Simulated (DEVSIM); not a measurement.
Structure: abrupt InP n-p junction, at 300 K.

```csv
layer (left to right),material,thickness (μm),Nd (cm⁻³),Na (cm⁻³),τn (s),τp (s)
1,InP,55.0,2.9e16,-,2.3e-9,2.3e-9
2,InP,1.90,-,1.6e15,6.9e-10,2.3e-9
```

Left contact: ohmic. Right contact: ohmic. Voltage is applied to the left contact. Recombination: SRH at mid-gap, radiative, Auger. Mobility is μmin + (μ − μmin)/(1 + (N/Nref)^α).

The device is made up for the run: typed textbook-type constants, with dimensions and the other settings drawn at random. Values at 300 K.

```
parameter          InP
-------------  -------
gap (eV)         1.344
affinity (eV)     4.38
permittivity      12.5
Nc (cm⁻³)       5.7e17
Nv (cm⁻³)       1.1e19
μn (cm²/Vs)       5200
μp (cm²/Vs)        170
μn,min             400
μp,min              10
Nref,n            3e17
Nref,p          4.9e17
αn                0.47
αp                0.62
B (cm³/s)      1.2e-10
Cn (cm⁶/s)       9e-31
Cp (cm⁶/s)       9e-31
```

Model (solved in DEVSIM): 1D drift-diffusion, Boltzmann statistics, complete ionisation; no tunnelling, impact ionisation, image-force lowering or self-heating.

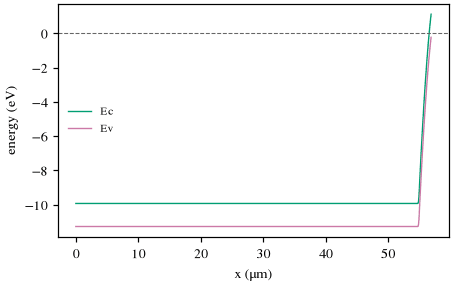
Figure: Band edges at 10.0 V on the left contact

Energies count from the Fermi level of the right contact; mesh points crowd at the junctions.

```json
[
 {"x (μm)": "0.000", "Ec (eV)": "-9.923", "Ev (eV)": "-11.267", "n (cm⁻³)": "2.9e16", "p (cm⁻³)": "< 1e2", "field (V/cm)": "≈ 0"},
 {"x (μm)": "0.03735", "Ec (eV)": "-9.923", "Ev (eV)": "-11.267", "n (cm⁻³)": "2.9e16", "p (cm⁻³)": "< 1e2", "field (V/cm)": "≈ 0"},
 {"x (μm)": "0.1328", "Ec (eV)": "-9.923", "Ev (eV)": "-11.267", "n (cm⁻³)": "2.9e16", "p (cm⁻³)": "< 1e2", "field (V/cm)": "≈ 0"},
 {"x (μm)": "0.3767", "Ec (eV)": "-9.923", "Ev (eV)": "-11.267", "n (cm⁻³)": "2.9e16", "p (cm⁻³)": "< 1e2", "field (V/cm)": "≈ 0"},
 {"x (μm)": "1.395", "Ec (eV)": "-9.923", "Ev (eV)": "-11.267", "n (cm⁻³)": "2.9e16", "p (cm⁻³)": "< 1e2", "field (V/cm)": "≈ 0"},
 {"x (μm)": "3.601", "Ec (eV)": "-9.923", "Ev (eV)": "-11.267", "n (cm⁻³)": "2.9e16", "p (cm⁻³)": "< 1e2", "field (V/cm)": "≈ 0"},
 {"x (μm)": "9.238", "Ec (eV)": "-9.923", "Ev (eV)": "-11.267", "n (cm⁻³)": "2.9e16", "p (cm⁻³)": "< 1e2", "field (V/cm)": "≈ 0"},
 {"x (μm)": "31.64", "Ec (eV)": "-9.923", "Ev (eV)": "-11.267", "n (cm⁻³)": "2.9e16", "p (cm⁻³)": "< 1e2", "field (V/cm)": "≈ 0"},
 {"x (μm)": "45.87", "Ec (eV)": "-9.923", "Ev (eV)": "-11.267", "n (cm⁻³)": "2.9e16", "p (cm⁻³)": "< 1e2", "field (V/cm)": "≈ 0"},
 {"x (μm)": "51.59", "Ec (eV)": "-9.923", "Ev (eV)": "-11.267", "n (cm⁻³)": "2.9e16", "p (cm⁻³)": "< 1e2", "field (V/cm)": "≈ 0"},
 {"x (μm)": "53.68", "Ec (eV)": "-9.923", "Ev (eV)": "-11.267", "n (cm⁻³)": "2.9e16", "p (cm⁻³)": "< 1e2", "field (V/cm)": "≈ 0"},
 {"x (μm)": "54.64", "Ec (eV)": "-9.923", "Ev (eV)": "-11.267", "n (cm⁻³)": "2.9e16", "p (cm⁻³)": "< 1e2", "field (V/cm)": "≈ 0"},
 {"x (μm)": "54.88", "Ec (eV)": "-9.828", "Ev (eV)": "-11.172", "n (cm⁻³)": "7.4e14", "p (cm⁻³)": "< 1e2", "field (V/cm)": "24000"},
 {"x (μm)": "54.97", "Ec (eV)": "-9.438", "Ev (eV)": "-10.782", "n (cm⁻³)": "2.1e8", "p (cm⁻³)": "< 1e2", "field (V/cm)": "62000"},
 {"x (μm)": "55.01", "Ec (eV)": "-9.120", "Ev (eV)": "-10.464", "n (cm⁻³)": "3000", "p (cm⁻³)": "1100", "field (V/cm)": "76000"},
 {"x (μm)": "55.06", "Ec (eV)": "-8.722", "Ev (eV)": "-10.066", "n (cm⁻³)": "2000", "p (cm⁻³)": "2900", "field (V/cm)": "75000"},
 {"x (μm)": "55.20", "Ec (eV)": "-7.757", "Ev (eV)": "-9.101", "n (cm⁻³)": "2000", "p (cm⁻³)": "7900", "field (V/cm)": "72000"},
 {"x (μm)": "55.52", "Ec (eV)": "-5.524", "Ev (eV)": "-6.868", "n (cm⁻³)": "1700", "p (cm⁻³)": "22000", "field (V/cm)": "64000"},
 {"x (μm)": "56.41", "Ec (eV)": "-0.750", "Ev (eV)": "-2.094", "n (cm⁻³)": "750", "p (cm⁻³)": "86000", "field (V/cm)": "44000"},
 {"x (μm)": "56.72", "Ec (eV)": "0.489", "Ev (eV)": "-0.855", "n (cm⁻³)": "140", "p (cm⁻³)": "170000", "field (V/cm)": "37000"},
 {"x (μm)": "56.84", "Ec (eV)": "0.924", "Ev (eV)": "-0.420", "n (cm⁻³)": "< 1e2", "p (cm⁻³)": "9.6e11", "field (V/cm)": "34000"},
 {"x (μm)": "56.90", "Ec (eV)": "1.116", "Ev (eV)": "-0.228", "n (cm⁻³)": "< 1e2", "p (cm⁻³)": "1.6e15", "field (V/cm)": "32000"}
]
```
